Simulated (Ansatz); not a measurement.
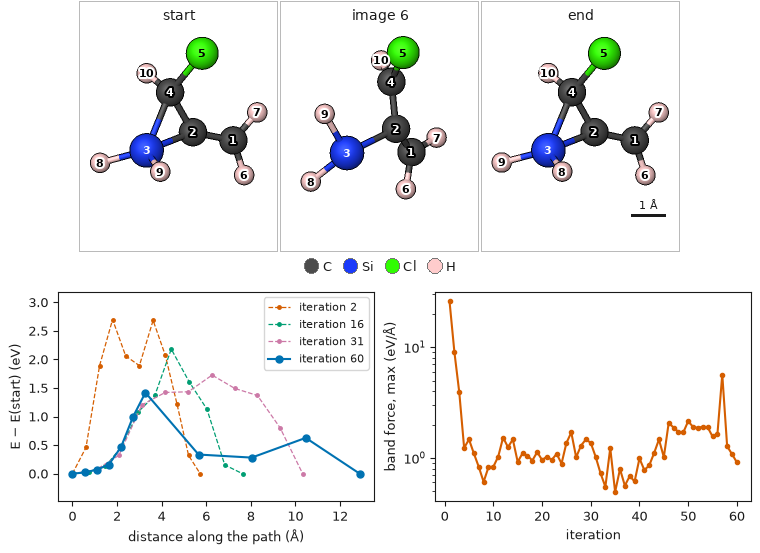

A nudged-elastic-band calculation for C₃H₅ClSi. Images are numbered from 0 (start) to 10 (end). The plot follows the band through its iterations. The picture is a ball-and-stick view, seen from a free direction.

The calculation used Ansatz, RKS PBE-D4/def2-SVP. Settings: 9 movable images; climbing image; force threshold 0.05 eV/Å; iteration limit 60; starting path through a guess of the saddle point.

Question: How did the profile develop, and is the result final?

Answer: The result isn't final. The band hadn't converged when the run stopped after 60 iterations. The largest component of the band force went from 26 to 0.91 eV/Å. The barrier read from it is provisional: over the last two iterations the highest image moved from 1.46 eV to 1.42 eV. The first iteration put the highest image at 7.48 eV. The two ends have the same energy, and the highest point, image 6, lies 1.42 eV above the start. The profile has 2 maxima (images 6, 9) with a dip at image 8 (+0.28 eV), which on an unconverged band is provisional.
